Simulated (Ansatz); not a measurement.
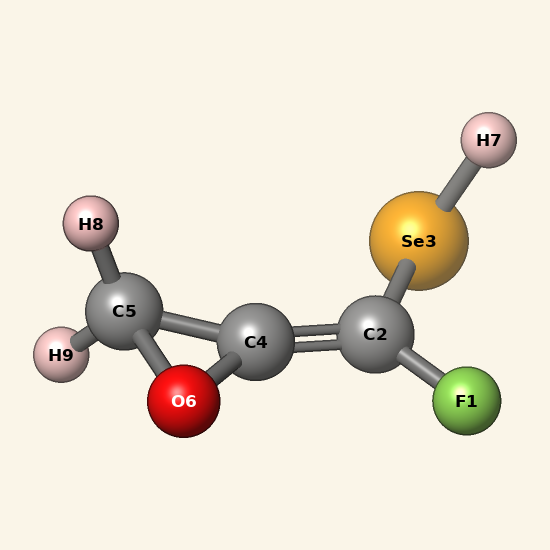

Depth is shown by fading: the farther an atom, the more it takes the colour of the background. Computed geometry: PBE-D4/def2-SVP optimisation. No frequency run is at hand to confirm it as a minimum.

**Which atoms or bonds are stereogenic?**

Double bonds: C2=C4.

**What are the Cahn–Ingold–Prelog descriptors?**

C2=C4: E.

**Write the isomeric SMILES.**

F/C([SeH])=C1/CO1
